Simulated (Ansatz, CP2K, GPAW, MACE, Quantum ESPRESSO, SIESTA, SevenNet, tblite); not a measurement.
# Quantum ESPRESSO runs on (5,5) carbon nanotube bundle (80 atoms), part 2 of 2

Aim: run (5,5) carbon nanotube bundle (80 atoms) in Quantum ESPRESSO and see how near its forces come to a plane-wave reference, and at what cost.

Program: Quantum ESPRESSO 7.5; the method stands at each step. Banners, paths, timers and routine set-up lines are dropped from the logs unmarked, and long logs keep their key lines alone; longer cuts are marked.

So far. Step 2 (PBE, sssp-1.3.0-efficiency, 45/360 Ry): Forces lie 0.29 % from the reference's, at 8.3 times its CPU time (on 2 against 4 cores). Step 3 (PBE, gbrv-1.5, 40/200 Ry): Against the first run (0.29 %), the force difference from the reference is 0.85 %, at 0.54 times the CPU time.

### Step 4. PBE, sssp-1.3.0-efficiency, 30/240 Ry

Method: Kohn-Sham DFT, PBE, SSSP efficiency 1.3.0 pseudopotentials, plane waves.

The pseudopotential files are exchanged too: ./pseudo now holds the set sssp-pbe-1.3.0-efficiency.

pw.in

```
&control
  calculation = 'scf'
  pseudo_dir = './pseudo'
  outdir = './tmp'
  disk_io = 'none'
  tprnfor = .true.
  tstress = .true.
/
&system
  ibrav = 0
  nat = 80
  ntyp = 1
  ecutwfc = 30
  ecutrho = 240
  nosym = .true.
  occupations = 'smearing'
  smearing = 'fd'
  degauss = 0.003675
/
&electrons
  conv_thr = 4.0e-07
  electron_maxstep = 100
  mixing_beta = 0.2
  mixing_mode = 'local-TF'
  diagonalization = 'david'
/
ATOMIC_SPECIES
C 12.011 C.upf
CELL_PARAMETERS angstrom
10.08135 0.00000 0.00000
-5.04067 8.73070 0.00000
0.00000 0.00000 9.84000
ATOMIC_POSITIONS crystal
[... 80 atom lines left out: the same atoms as in the first run ...]
K_POINTS gamma
```

Run with:

```bash
$ OMP_NUM_THREADS=1 mpirun -np 2 pw.x -in pw.in > output.txt
```

What it wrote:

```text
[banner, memory and clock lines left out]
Program PWSCF
     gamma-point specific algorithms are used
     bravais-lattice index     =            0
     lattice parameter (alat)  =      19.0510  a.u.
     unit-cell volume          =    5844.6628 (a.u.)^3
[... lines left out ...]
     number of k points=     1  Fermi-Dirac smearing, width (Ry)=  0.0037
[... lines left out ...]
     total energy              =   -1475.40399086 Ry
[... lines left out ...]
     total energy              =   -1471.37041757 Ry
[... lines left out ...]
     total energy              =   -1472.64045713 Ry
[... lines left out ...]
     total energy              =   -1472.54167823 Ry
[... lines left out ...]
     total energy              =   -1472.54168535 Ry
[... lines left out ...]
     the Fermi energy is     5.1072 ev
!    total energy              =   -1472.54169700 Ry
[... lines left out ...]
     The total energy is F=E-TS. E is the sum of the following terms:
     one-electron contribution =    -693.43894937 Ry
     hartree contribution      =     490.70940873 Ry
     xc contribution           =    -372.12583497 Ry
     ewald contribution        =    -404.15733061 Ry
     one-center paw contrib.   =    -493.52897405 Ry
     convergence has been achieved in  17 iterations
     negative rho (up, down):  1.017E-06 0.000E+00
     Forces acting on atoms (cartesian axes, Ry/au):
     atom    1 type  1   force =     0.04053380    0.18494589   -0.09397658
     atom    2 type  1   force =    -0.02940765    0.04473320    0.04649718
     atom    3 type  1   force =     0.05902801   -0.11079732   -0.26170910
[...]
atom   79 type  1   force =     0.01611916    0.10490370    0.07598707
     atom   80 type  1   force =    -0.03024512   -0.33552135    0.20880001
     Total force =     2.183950     Total SCF correction =     0.000637
     Computing stress (Cartesian axis) and pressure
     negative rho (up, down):  1.017E-06 0.000E+00
          total   stress  (Ry/bohr**3)                   (kbar)     P=       31.64
   0.00019863  -0.00004778   0.00009259           29.22       -7.03       13.62
  -0.00004778   0.00050654  -0.00001891           -7.03       74.51       -2.78
   0.00009259  -0.00001891  -0.00005982           13.62       -2.78       -8.80
     Message from routine punch:
     Nothing written, as per user request (disk_io='none')
```

The job ended after 90 s (2 MPI ranks of Arm Neoverse V1, shared host; peak memory 1.1 GiB).

Numbers from this run, and their distance from the reference:

```
r.m.s. force component                          : 3.625 eV/Å
r.m.s. difference of force components           : 61.28 meV/Å
longest difference of force vectors             : 252.7 meV/Å
force difference over r.m.s. force              : 1.714 %
slope of forces against the reference's         : 1.014
correlation of force components                 : 1
pressure                                        : 3.164 GPa
pressure difference                             : -6.71 GPa
energy less the same-level run's                : 103.8 meV/atom
r.m.s. force difference from the same-level run : 53.1 meV/Å
```

This is a coarse setting, run to see what it loses.

Against the first run (0.29 %), the force difference from the reference is 1.7 %, at 0.61 times the CPU time: the cutoff matters here.

### Step 5. All runs compared

Differences are against the plane-wave reference, forces as r.m.s. over components; share is that over the reference's r.m.s. force, slope the least-squares factor from reference forces to these. Total energies of different programs have different zeros and aren't compared.

```
                                              run  Δ force, r.m.s. (meV/Å)  share (%)  slope  Δ pressure (GPa)  cores  CPU time  memory (GiB)
                                        reference                        -          -      -                 -      4      35 s          0.93
         QE PBE, sssp-1.3.0-efficiency, 45/360 Ry                     10.5      0.294  1.002             0.142      2   4.9 min           1.8
                      QE PBE, gbrv-1.5, 40/200 Ry                     30.4      0.850  1.007            -0.270      2   2.6 min          0.87
QE PBE, sssp-1.3.0-efficiency, 30/240 Ry (coarse)                     61.3       1.71  1.014             -6.71      2     3 min           1.1
```

Rows marked coarse were listed beforehand as settings not expected to be converged; some can still land near the reference.

CPU time is summed over cores on a shared host, where runs went side by side, so it is rough. Symmetry, cutoffs, thresholds, outputs and thread counts weren't matched or tuned between programs; memory under MPI is the largest rank's times the ranks.

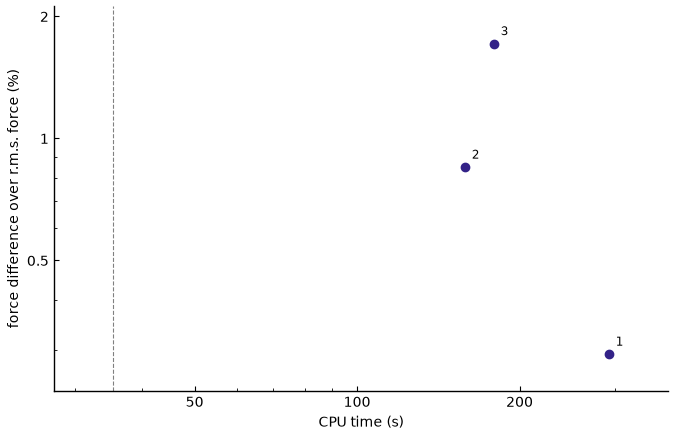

Force difference against CPU time; the dashed line marks the reference's time. Points: 1 QE PBE, sssp-1.3.0-efficiency, 45/360 Ry; 2 QE PBE, gbrv-1.5, 40/200 Ry; 3 QE PBE, sssp-1.3.0-efficiency, 30/240 Ry.

Within one program, basis, potentials and functional, energies share a zero. Each run against its twin at the usual cutoff or grid and solver:

| run | twin | Δ energy (meV/atom) | Δ force, r.m.s. (meV/Å) | CPU time over the twin's |
| --- | --- | --- | --- | --- |
| QE PBE, sssp-1.3.0-efficiency, 30/240 Ry | sssp-1.3.0-efficiency, 45/360 Ry | 104 | 53.1 | 0.61 |

### Step 6. Results

- nearest in forces: QE PBE, sssp-1.3.0-efficiency, 45/360 Ry, 0.29 %
- its CPU time: 4.9 min

What this shows: PBE on plane waves or a grid with other potentials, cutoffs or grids, coarse settings apart, differs from the reference by 0.29 % (QE PBE, sssp-1.3.0-efficiency, 45/360 Ry) to 0.85 % (QE PBE, gbrv-1.5, 40/200 Ry) of the r.m.s. force; this holds the reference's own error, so differences of a few per cent don't tell which side is nearer the exact PBE result (QE's 45 Ry are 612 eV, against the reference's 420 eV). Runs with settings chosen to be coarse differ by 1.7 % (QE PBE, sssp-1.3.0-efficiency, 30/240 Ry), their programs' other errors included. None of the electronic-structure runs in the table takes under half the reference's CPU time of 35 s; they take 4.5 to 8.3 times as much. In pressure, QE PBE, sssp-1.3.0-efficiency, 30/240 Ry misses by -6.7 GPa, at the same functional; a cutoff this low leaves a large Pulay stress. The reference's stress is far from hydrostatic: its diagonal is 9.8, 14.3, 5.5 GPa, compression counted positive. The reference's pressure of 9.9 GPa belongs to a cell and atoms that aren't relaxed at this level. The electronic-structure runs sample only Γ, in a cell whose shortest periodic width is 9 Å.

[Also dropped from logs without a mark: logging warnings of Python, and SIESTA's first energy breakdown and zero terms.]

[Logs are printed without paths, hosts, clocks, repeated set-up lines and the standing remarks that a program may print on its own settings, such as how far it seeks lower states.]

[Hosts, paths, dates, database ids (printed as entryN), source tags and the programs' standing remarks are cut or masked in the printed files.]
